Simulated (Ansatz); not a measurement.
**H4OSn: molecular dynamics**

The plan is to follow the molecule's vibrations and see whether its bonds hold. The start is relaxed first. Runs: 300 steps of 0.5 fs under a Nosé-Hoover thermostat at 1500 K. SMILES of the start: [OH][SnH3].

All numbers below are computed with Ansatz 0.2.0 (RHF/def2-SVP).

### 1 Starting point

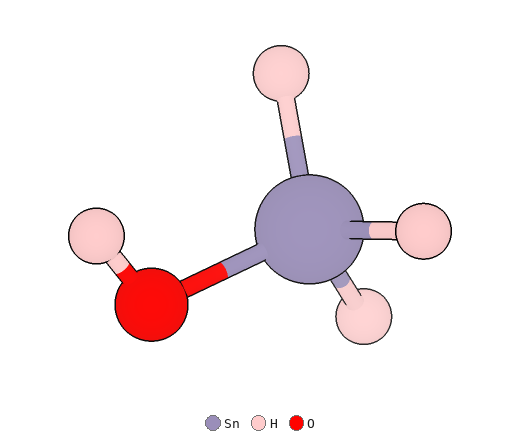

Start, viewed from a chosen angle; tin purple, hydrogen pink, oxygen red.

Structure file:

```xyz
6

Sn    0.0000    0.0000    0.0000
H     0.0000    0.0000    1.7400
O     1.8483    0.0000   -0.6527
H     2.1646   -0.9521   -0.7693
H    -0.8195    1.4198   -0.5794
H    -0.8195   -1.4198   -0.5794
```

### 2 Relaxing the start

Contents of input.yaml:

```yaml
crystal:
  periodic: [false, false, false]
  atoms:
    - { symbol: Sn, position_ang: [0.0, 0.0, 0.0] }
    - { symbol: H, position_ang: [0.0, 0.0, 1.74] }
    - { symbol: O, position_ang: [1.8483, 0.0, -0.6527] }
    - { symbol: H, position_ang: [2.1646, -0.9521, -0.7693] }
    - { symbol: H, position_ang: [-0.8195, 1.4198, -0.5794] }
    - { symbol: H, position_ang: [-0.8195, -1.4198, -0.5794] }
basis:
  gaussian: { orbitals: def2-SVP }
hamiltonian:
  xc: hf
relax:
  f_tol: 0.02
  max_steps: 40
```

Started as:

```console
ansatz run input.yaml --threads 1 --pin off --max-ram 2048MiB --backend cpu --events-out ev --progress --plain --runs-dir out
```

Log, shortened:

```text
Warning: RAYON_NUM_THREADS=1 ignored (pool sized by the plan → 1); use --threads N
[...]
Functional definition: HF
[...]
730 factors; integrals over basis functions are off by at most 3.1e-4 eV
[...]
mean field -7903.44906276 eV, -290.4463959062 hartree, gradient 7.3e-5 eV, S^2 0.000000; 0 other end points of the search recorded, 0 dependent functions left out
[...]
reference -7903.44906276 eV, -290.4463959062 hartree; 17, 17 occupied and 43, 43 virtual orbitals, 730 factors
relax step   1: F+E_penalty+E_count = -7903.44906276 eV  Δ(F+E_penalty+E_count) = +0.000e0 eV  max|allowed force component| = 3.190e0 eV/Å  Δτ_max = 0.0000 Å  (24 SCF iters, accepted)
[...]
relax step   4: F+E_penalty+E_count = -7903.62465454 eV  Δ(F+E_penalty+E_count) = -1.986e-3 eV  max|allowed force component| = 5.445e-2 eV/Å  Δτ_max = 0.0175 Å  (33 SCF iters, accepted)
[...]
relax step   7: F+E_penalty+E_count = -7903.62773538 eV  Δ(F+E_penalty+E_count) = -5.483e-4 eV  max|allowed force component| = 5.967e-3 eV/Å  Δτ_max = 0.0389 Å  (32 SCF iters, accepted)
[...]
relax step  10: F+E_penalty+E_count = -7903.62762592 eV  Δ(F+E_penalty+E_count) = +2.003e-4 eV  max|allowed force component| = 1.103e-1 eV/Å  Δτ_max = 0.0326 Å  (32 SCF iters, rejected (line search))
[...]
relax step  12: F+E_penalty+E_count = -7903.62781955 eV  Δ(F+E_penalty+E_count) = +2.647e-5 eV  max|allowed force component| = 3.470e-2 eV/Å  Δτ_max = 0.0085 Å  (33 SCF iters, rejected (line search))
[...]
relax step  13: F+E_penalty+E_count = -7903.62787742 eV  Δ(F+E_penalty+E_count) = -3.140e-5 eV  max|allowed force component| = 1.068e-3 eV/Å  Δτ_max = 0.0028 Å  (32 SCF iters, accepted)
730 factors; integrals over basis functions are off by at most 3.1e-4 eV
[...]
mean field -7903.62787742 eV, -290.4529672237 hartree, gradient 7.8e-5 eV, S^2 0.000000; 1 other end points of the search recorded, 0 dependent functions left out
[...]
reference -7903.62787742 eV, -290.4529672237 hartree; 17, 17 occupied and 43, 43 virtual orbitals, 730 factors
Total energy: -7903.62787742 eV, -290.4529672237 hartree
Atom 0 at    -0.067977    -0.032523    -0.008111 Å, force     0.001068    -0.000571    -0.000215 eV/Å
Atom 1 at     0.071501    -0.057275     1.696040 Å, force     0.000050    -0.000153    -0.000296 eV/Å
Atom 2 at     1.740927    -0.071989    -0.789478 Å, force    -0.000729     0.000329    -0.000064 eV/Å
Atom 3 at     2.298135    -0.810905    -0.602385 Å, force    -0.000517     0.000109     0.000483 eV/Å
Atom 4 at    -0.737286     1.422759    -0.578418 Å, force     0.000130     0.000180    -0.000089 eV/Å
Atom 5 at    -0.931400    -1.402165    -0.558449 Å, force    -0.000002     0.000106     0.000181 eV/Å
Dipole moment:    -0.205548    -0.242514     0.234165 e Å
```

It took 11 s on 1 thread of Arm Neoverse V2, shared host; peak memory 0.1 GiB.

The steps of the relaxation:

```csv
step,energy from step 1 (eV),largest force component (eV/Å)
1,0.0000,3.1904
2,-0.1301,1.0003
3,-0.1736,0.1946
4,-0.1756,0.0545
5,-0.1779,0.0266
6,-0.1781,0.0796
7,-0.1787,0.0060
8x,-0.1783,0.1870
9,-0.1788,0.0099
10x,-0.1786,0.1103
11,-0.1788,0.0263
12x,-0.1788,0.0347
13,-0.1788,0.0011
```

Step 1 is the start. 3 steps were tried and not accepted (marked x).

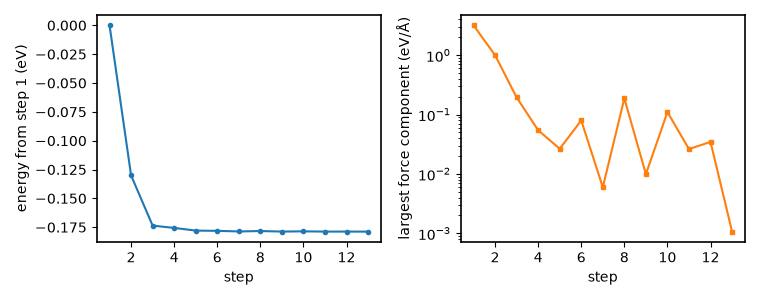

Energy and largest force along the relaxation.

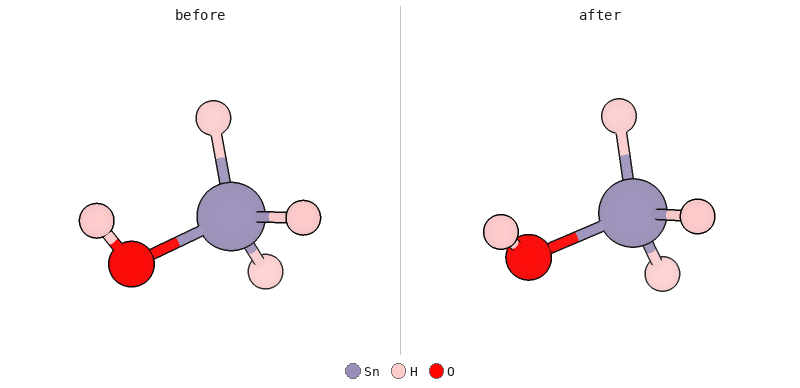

Before and after, at one scale.

After: Bond lengths: Sn1–H2 1.710 Å, Sn1–O3 1.971 Å, O3–H4 0.944 Å, Sn1–H5 1.700 Å, Sn1–H6 1.710 Å. Angles: H2–Sn1–O3 108.7°, H2–Sn1–H5 112.3°, H2–Sn1–H6 110.5°, O3–Sn1–H5 104.2°, O3–Sn1–H6 108.7°, H5–Sn1–H6 112.3°, Sn1–O3–H4 118.6°.

### 3 The run

300 steps of 0.5 fs under a Nosé-Hoover thermostat at 1500 K, from the relaxed start.

Contents of input.yaml:

```yaml
crystal:
  periodic: [false, false, false]
  atoms:
    - { symbol: Sn, position_ang: [-0.067977, -0.032523, -0.008111] }
    - { symbol: H, position_ang: [0.071501, -0.057275, 1.69604] }
    - { symbol: O, position_ang: [1.740927, -0.071989, -0.789478] }
    - { symbol: H, position_ang: [2.298135, -0.810905, -0.602385] }
    - { symbol: H, position_ang: [-0.737286, 1.422759, -0.578418] }
    - { symbol: H, position_ang: [-0.9314, -1.402165, -0.558449] }
basis:
  gaussian: { orbitals: def2-SVP }
hamiltonian:
  xc: hf
md:
  timestep: 0.5
  n_steps: 300
  ensemble: nvt_nose_hoover
  temperature: 1500.0
  initial_velocities: maxwell_boltzmann
  seed: 498539
  nose_hoover: { tau: 300.0, chain_length: 3 }
```

Started as:

```console
ansatz run input.yaml --threads 1 --pin off --max-ram 2048MiB --backend cpu --events-out ev --progress --plain --runs-dir out
```

Log, shortened:

```text
Warning: RAYON_NUM_THREADS=1 ignored (pool sized by the plan → 1); use --threads N
[...]
[... 1 set-up line as earlier in the session ...]
[...]
726 factors; integrals over basis functions are off by at most 3.3e-4 eV
[...]
mean field -7903.62785949 eV, -290.4529665650 hartree, gradient 1.6e-5 eV, S^2 0.000000; 0 other end points of the search recorded, 0 dependent functions left out
[...]
reference -7903.62785949 eV, -290.4529665650 hartree; 17, 17 occupied and 43, 43 virtual orbitals, 726 factors
md step     0: t =     0.00 fs  T =  1500.0 K  F+E_penalty+E_count = -7903.62785949 eV  E_kin = 0.775560 eV  conserved = -7902.85229950 eV  (34 SCF iters)
[...]
md step    20: t =    10.00 fs  T =   651.2 K  F+E_penalty+E_count = -7903.18742062 eV  E_kin = 0.336679 eV  conserved = -7902.85085313 eV  (36 SCF iters)
[...]
md step    40: t =    20.00 fs  T =  1002.7 K  F+E_penalty+E_count = -7903.36910325 eV  E_kin = 0.518449 eV  conserved = -7902.85132859 eV  (23 SCF iters)
[...]
md step    60: t =    30.00 fs  T =   646.7 K  F+E_penalty+E_count = -7903.18342515 eV  E_kin = 0.334379 eV  conserved = -7902.85052994 eV  (25 SCF iters)
[...]
md step    80: t =    40.00 fs  T =  1111.8 K  F+E_penalty+E_count = -7903.42278063 eV  E_kin = 0.574866 eV  conserved = -7902.85117176 eV  (35 SCF iters)
md step    81: t =    40.50 fs  T =  1109.6 K  F+E_penalty+E_count = -7903.42206047 eV  E_kin = 0.573702 eV  conserved = -7902.85171497 eV  (35 SCF iters)
md step    82: t =    41.00 fs  T =  1087.6 K  F+E_penalty+E_count = -7903.41080937 eV  E_kin = 0.562332 eV  conserved = -7902.85193345 eV  (35 SCF iters)
```

### 4 The log goes on: dynamics from the start

Output, continued, shortened:

```text
md step    83: t =    41.50 fs  T =  1041.7 K  F+E_penalty+E_count = -7903.38681633 eV  E_kin = 0.538593 eV  conserved = -7902.85177657 eV  (36 SCF iters)
[...]
md step   109: t =    54.50 fs  T =  1205.5 K  F+E_penalty+E_count = -7903.46800901 eV  E_kin = 0.623287 eV  conserved = -7902.85084232 eV  (31 SCF iters)
[...]
md step   135: t =    67.50 fs  T =   673.2 K  F+E_penalty+E_count = -7903.19005535 eV  E_kin = 0.348091 eV  conserved = -7902.85074216 eV  (23 SCF iters)
[...]
md step   161: t =    80.50 fs  T =   949.9 K  F+E_penalty+E_count = -7903.32901142 eV  E_kin = 0.491160 eV  conserved = -7902.85127067 eV  (36 SCF iters)
[...]
md step   186: t =    93.00 fs  T =  1106.1 K  F+E_penalty+E_count = -7903.40519499 eV  E_kin = 0.571888 eV  conserved = -7902.85199796 eV  (23 SCF iters)
md step   187: t =    93.50 fs  T =  1054.5 K  F+E_penalty+E_count = -7903.37840448 eV  E_kin = 0.545221 eV  conserved = -7902.85209926 eV  (23 SCF iters)
```

### 5 More of the same log: dynamics from the start

Output, continued, shortened:

```text
md step   188: t =    94.00 fs  T =   981.6 K  F+E_penalty+E_count = -7903.34028180 eV  E_kin = 0.507501 eV  conserved = -7902.85190981 eV  (22 SCF iters)
[...]
md step   209: t =   104.50 fs  T =  1109.2 K  F+E_penalty+E_count = -7903.40298352 eV  E_kin = 0.573476 eV  conserved = -7902.85165965 eV  (23 SCF iters)
[...]
md step   230: t =   115.00 fs  T =   762.8 K  F+E_penalty+E_count = -7903.21712180 eV  E_kin = 0.394376 eV  conserved = -7902.85090007 eV  (36 SCF iters)
[...]
md step   251: t =   125.50 fs  T =  1350.7 K  F+E_penalty+E_count = -7903.51671205 eV  E_kin = 0.698382 eV  conserved = -7902.85187773 eV  (36 SCF iters)
[...]
md step   298: t =   149.00 fs  T =   871.7 K  F+E_penalty+E_count = -7903.25351975 eV  E_kin = 0.450700 eV  conserved = -7902.85080911 eV  (36 SCF iters)
md step   299: t =   149.50 fs  T =   869.0 K  F+E_penalty+E_count = -7903.25211566 eV  E_kin = 0.449296 eV  conserved = -7902.85111630 eV  (37 SCF iters)
[...]
md step   300: t =   150.00 fs  T =   866.7 K  F+E_penalty+E_count = -7903.25091334 eV  E_kin = 0.448102 eV  conserved = -7902.85141529 eV  (57 SCF iters)
Total energy: -7903.25091334 eV, -290.4391140495 hartree
Atom 0 at    -0.068124    -0.039222    -0.010748 Å, force    -0.303359     1.256631    -0.036974 eV/Å
Atom 1 at     0.232625     0.955548     1.356538 Å, force    -0.333903    -0.234128     0.232510 eV/Å
Atom 2 at     1.717005    -0.111303    -0.765569 Å, force     1.231166    -0.557886    -0.696506 eV/Å
Atom 3 at     2.622985     0.170253    -0.625740 Å, force    -1.254243    -0.219389     0.305554 eV/Å
Atom 4 at    -0.881496     0.987340    -1.196408 Å, force     0.088839    -0.741496     0.491145 eV/Å
Atom 5 at    -0.876144    -1.547811     0.353489 Å, force     0.571500     0.496267    -0.295730 eV/Å
Dipole moment:    -0.100092    -0.047098     0.236068 e Å
```

Wall time 3.5 min (1 thread of Arm Neoverse V2, shared host); peak memory 0.1 GiB.

### 6 The trajectory

The trajectory, every 22 steps (energies from step 0):

```csv
time (fs),T (K),potential energy change (meV/atom),conserved energy change (meV/atom)
0.0,1500,0.0,0.00
11.0,556,81.7,0.33
22.0,988,44.4,0.15
33.0,1197,26.3,-0.06
44.0,770,63.8,0.24
55.0,1238,23.9,0.24
66.0,584,80.5,0.11
77.0,986,46.5,0.17
88.0,1152,32.9,0.22
99.0,408,97.8,0.28
110.0,1209,29.5,0.07
121.0,922,55.1,0.16
132.0,852,62.4,0.23
143.0,1138,38.6,0.11
150.0,867,62.8,0.15
```

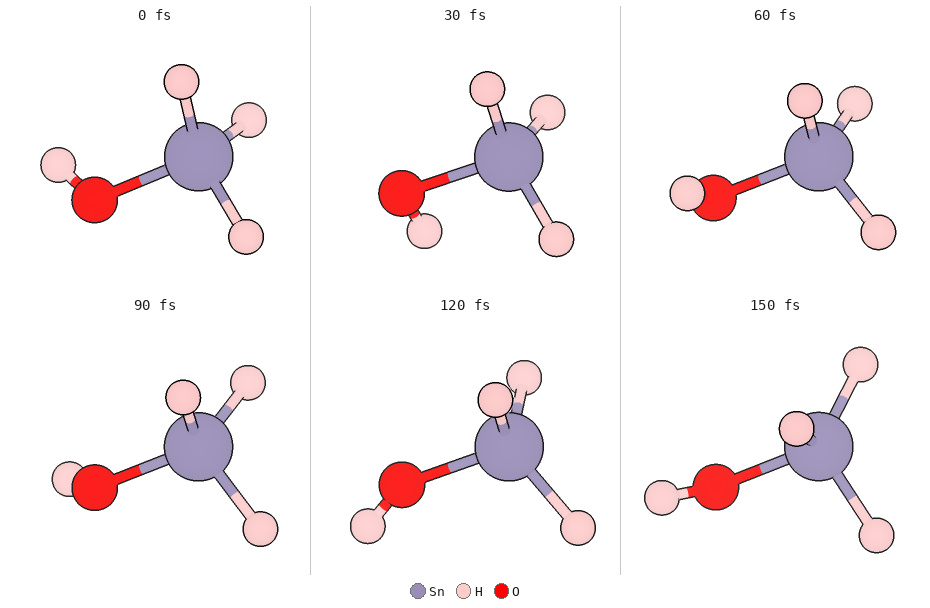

The system at six times, viewed from a chosen angle. Sticks join atoms within a bonding distance in each frame.

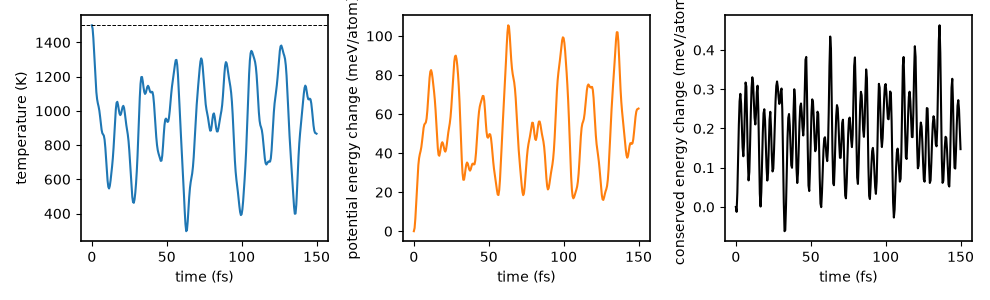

Time series of the run, each on its own scale. The dashed line is the set temperature.

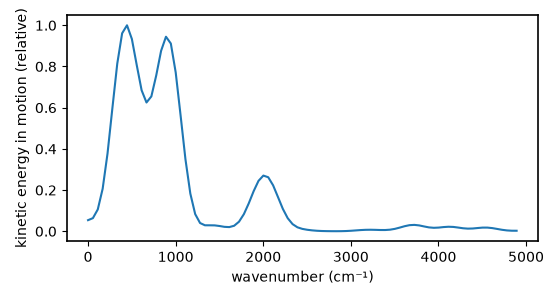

Power spectrum of the mass-weighted velocities; a run of 150 fs resolves no finer than about 440 cm⁻¹.

Maxima of the velocity power spectrum (cm⁻¹, relative height; resolution about 440 cm⁻¹): 440 (100), 890 (94), 2000 (27).

### 7 Snapshots as a file

Positions (Å) and forces (eV/Å):

```xyz
6
time_fs=19.0 T=975 dE=0.2735
Sn   -0.071   -0.032   -0.003   -0.120    0.112   -2.123
H    -0.258    0.141    1.653    0.347   -0.064    0.381
O     1.805   -0.102   -0.734   -0.481   -0.951   -1.570
H     1.859   -0.454   -1.662   -0.172    0.882    2.380
H    -0.693    1.402   -0.843    0.090   -0.694    0.502
H    -0.855   -1.501   -0.628    0.336    0.715    0.429
6
time_fs=37.5 T=1147 dE=0.1861
Sn   -0.066   -0.031   -0.015   -1.541   -0.399   -0.394
H     0.310    0.128    1.619   -0.275    0.155    0.341
O     1.737   -0.135   -0.679    1.265    0.104   -0.984
H     2.048    0.086   -1.551   -0.349   -0.135    0.432
H    -0.944    1.329   -0.772    0.486   -0.794    0.476
H    -0.875   -1.606   -0.334    0.414    1.069    0.129
6
time_fs=56.0 T=1296 dE=0.1125
Sn   -0.069   -0.029   -0.008   -0.617   -0.277   -0.339
H     0.102    0.361    1.651    0.140   -0.125    0.018
O     1.755   -0.176   -0.816   -0.782    0.198    0.325
H     2.377    0.393   -0.389    0.182   -0.007   -0.098
H    -1.070    1.262   -0.672    0.597   -0.530    0.011
H    -0.856   -1.588   -0.259    0.479    0.741    0.084
6
time_fs=75.0 T=1139 dE=0.1994
Sn   -0.072   -0.030   -0.005    1.206   -0.059    0.047
H     0.092    0.362    1.662   -0.154    0.050   -0.177
O     1.730   -0.135   -0.815    2.250    0.088    0.578
H     2.658   -0.075   -0.475   -2.619   -0.130   -0.499
H    -0.740    1.152   -0.998   -0.407    0.205    0.033
H    -0.688   -1.588   -0.218   -0.276   -0.155    0.019
6
time_fs=94.0 T=982 dE=0.2876
Sn   -0.064   -0.038   -0.015   -0.237    1.429    1.770
H     0.079    0.534    1.608    0.018   -0.166   -0.218
O     1.755   -0.041   -0.708    0.099   -1.156   -0.616
H     1.796   -0.864   -1.186    0.818    0.435   -0.089
H    -0.962    1.041   -0.875   -0.494    0.786   -0.709
H    -0.902   -1.446   -0.040   -0.204   -1.329   -0.138
6
time_fs=112.5 T=916 dE=0.3308
Sn   -0.076   -0.029   -0.007    2.038   -0.077   -0.198
H     0.058    0.540    1.605    0.019   -0.020   -0.267
O     1.787   -0.122   -0.735   -0.803    0.897    1.763
H     2.261   -0.348   -1.497    0.010   -0.298   -1.024
H    -1.005    0.927   -0.987   -0.519    0.554   -0.427
H    -0.384   -1.636   -0.139   -0.745   -1.056    0.153
6
time_fs=131.0 T=1032 dE=0.2807
Sn   -0.066   -0.027   -0.010   -0.715   -0.650    0.498
H     0.004    0.665    1.565    0.144    0.074   -0.232
O     1.759   -0.209   -0.765   -0.302    2.911    0.129
H     1.929    0.764   -0.825    0.699   -2.222   -0.307
H    -1.075    0.884   -1.046    0.188    0.140   -0.066
H    -0.697   -1.591    0.122   -0.015   -0.252   -0.024
6
time_fs=150.0 T=867 dE=0.3769
Sn   -0.068   -0.039   -0.011   -0.303    1.257   -0.037
H     0.233    0.956    1.357   -0.334   -0.234    0.233
O     1.717   -0.111   -0.766    1.231   -0.558   -0.697
H     2.623    0.170   -0.626   -1.254   -0.219    0.306
H    -0.881    0.987   -1.196    0.089   -0.742    0.491
H    -0.876   -1.548    0.353    0.572    0.496   -0.296
```

### 8 Summary of results

| quantity | value |
| --- | --- |
| relaxation of the start | 9 moves, 0.179 eV lower |
| length | 300 steps of 0.5 fs |
| temperature, first and last step | 1500 and 867 K |
| temperature, second half | mean 948 K, from 391 to 1382 K |
| potential energy, second half | +52 meV/atom from the start |
| largest change of the conserved energy | 0.46 meV/atom |
| bonds formed or broken | 0 |

**Reading.** Against a set 1500 K the second half averages 948 K with a spread of 258 K; 52 meV/atom has gone into potential energy, and a thermostat that acts over some 300 fs has not made it up in 150 fs. The conserved energy strays from its start by at most 0.46 meV/atom, 0.6 % of the mean kinetic energy, which is good for a step of 0.5 fs. No bond forms or breaks. A run of 150 fs with 6 atoms shows the motion but fixes no equilibrium value. The nuclei move classically, without zero-point motion, which matters most for hydrogen.
